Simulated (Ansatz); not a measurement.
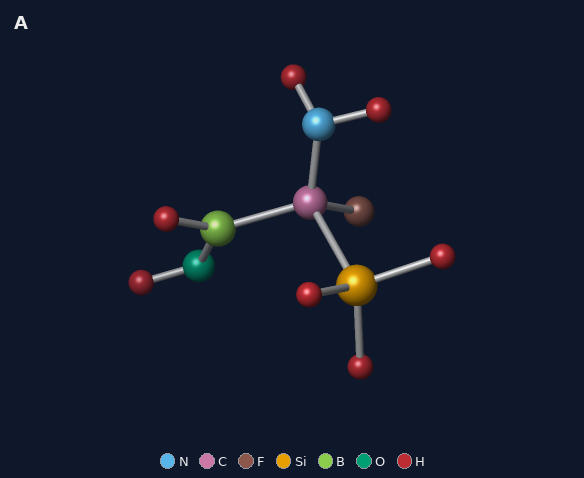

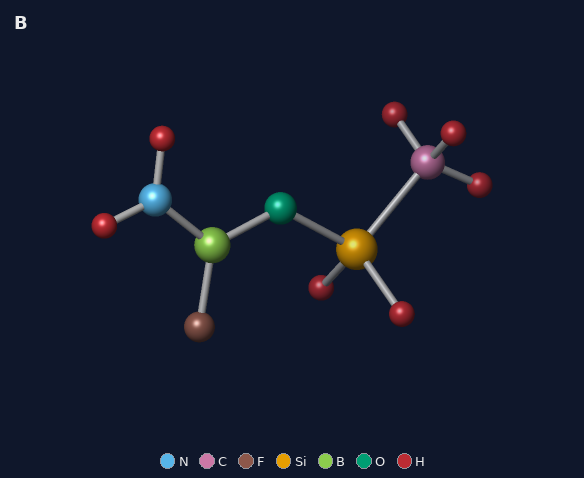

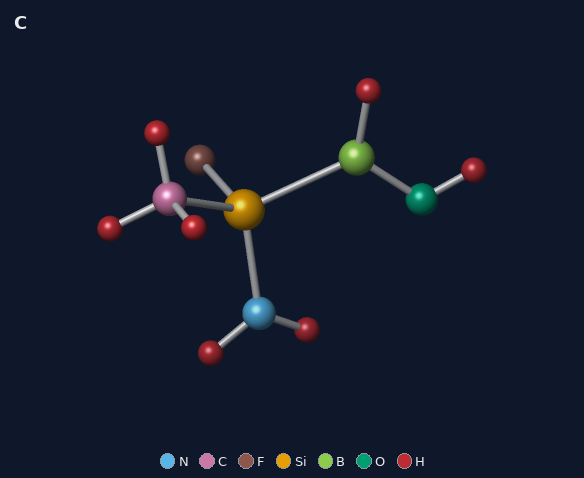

3 stationary structures of one formula. Geometries: PBE-D4/def2-SVP. Electronic energies: PBE-D4/def2-SVP (Ansatz 0.2.0), without zero-point energy. No frequency run is at hand to confirm each as a minimum. Each is one conformer, not always the lowest.

### Which is lowest in energy, and by how much?

B is lowest; C lies 44.9 kcal/mol above it, A lies 108.2 kcal/mol above it. A is `N[C@@](F)([SiH3])BO`, B is `C[SiH2]OB(N)F`, C is `C[Si@@](N)(F)BO`.
